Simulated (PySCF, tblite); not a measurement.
# C4H6BNO3: geometry, infrared bands and NMR shifts

What infrared bands and NMR shifts should C4H6BNO3 (`C=C1OB(O)CNC1=O`) show?

Computed with tblite 0.8.0 and PySCF 2.14.0, with density-fitted response routines of our own, on a single molecule in the gas phase. Atoms count from 0, in the outputs and in this text.

### 1 The starting structure

15 atoms, charge 0, multiplicity 1; geometry from: force field or distance geometry start.

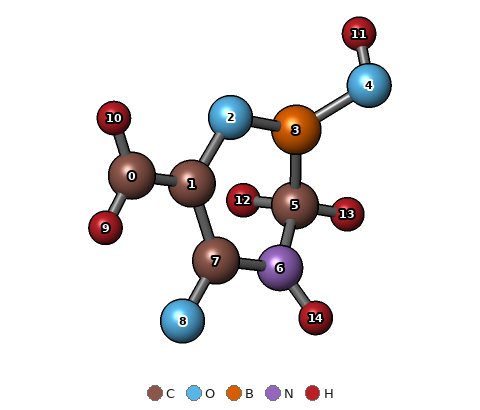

The starting geometry (carbon brown, oxygen blue, boron orange, nitrogen purple, hydrogen red), atoms numbered.

### 2 Relaxing the molecule with GFN2-xTB

What the job is given:

```
{"job": {"kind": "relax", "xc": "GFN2-xTB", "basis": "xTB"}, "charge": 0, "multiplicity": 1}
C      2.360700    -0.079300     1.127300
C      1.127600    -0.020700     0.575500
O      0.246900    -1.107300     0.728300
B     -1.103300    -0.987000     0.094300
O     -2.338600    -1.436900     0.777300
C     -1.234100    -0.042300    -1.161600
N     -0.597900     1.213200    -0.749600
C      0.719900     1.170800    -0.162700
O      1.486300     2.160400    -0.320600
H      2.974000     0.778600     0.985900
H      2.666900    -0.966800     1.690000
H     -2.372800    -2.426100     0.690000
H     -0.586400    -0.487500    -1.926500
H     -2.255700     0.091400    -1.503600
H     -1.097900     2.147700    -0.865900
```

Command:

```console
$ OMP_NUM_THREADS=1 python probes_run.py task.json out
```

One launch serves the whole session: the jobs run in the order shown.

**Question.** This job is followed by: GFN2-xTB harmonic vibrations, gas phase; GIAO PBE0/pcSseg-1 NMR shielding, non-relativistic, gas phase. Predict these results of the whole session: strongest single infrared mode (GFN2-xTB); zero-point energy (GFN2-xTB); ¹³C shifts against TMS (PBE0/pcSseg-1); ¹H shifts against TMS (PBE0/pcSseg-1, means over atoms taken as alike); ¹⁷O shifts against H2O (PBE0/pcSseg-1); ¹¹B shifts against BF3·OEt2 (PBE0/pcSseg-1); ¹⁵N shifts against NH3 (PBE0/pcSseg-1); surface potential, least and greatest.

**Answer**, as computed:

| quantity | value |
| --- | --- |
| strongest single infrared mode (GFN2-xTB) | 1715 cm⁻¹, 426 km/mol |
| zero-point energy (GFN2-xTB) | 67.0 kcal/mol |
| ¹³C shifts against TMS (PBE0/pcSseg-1) | 161.2, 154.5, 113.6, 31.7 ppm |
| ¹H shifts against TMS (PBE0/pcSseg-1, means over atoms taken as alike) | 6.19, 5.37, 4.59, 4.50, 3.31 ppm |
| ¹⁷O shifts against H2O (PBE0/pcSseg-1) | 388.3, 194.0, 116.8 ppm |
| ¹¹B shifts against BF3·OEt2 (PBE0/pcSseg-1) | 26.0 ppm |
| ¹⁵N shifts against NH3 (PBE0/pcSseg-1) | 119.7 ppm |
| surface potential, least and greatest | -1.99 V and 2.37 V |

What this shows: Over 88 steps the energy fell by 1.930 eV; of the close pairs, B3–O4 changed most, 1.482 to 1.342 Å. No mode is imaginary among the 39: a minimum at this level. The strongest single mode, at 1715 cm⁻¹, moves mainly C7 and O8. Unscaled tight-binding wavenumbers are off by several per cent, some by more. Its intensities can rank the bands wrongly. C7 (amide carbonyl carbon) lies farthest downfield among carbon, at 161.2 ppm; it is a carbonyl in resonance with an O or N lone pair, the region of acids, esters and amides. At PBE0/pcSseg-1: The widest tensor belongs to O8: span 620 ppm, with a paramagnetic part of -452 ppm. By nearest atom (PBE0/pcSseg-1), the HOMO sits on O8 29 %; C0 20 % and the LUMO on C0, C1 about 22 % each; C7 18 %.
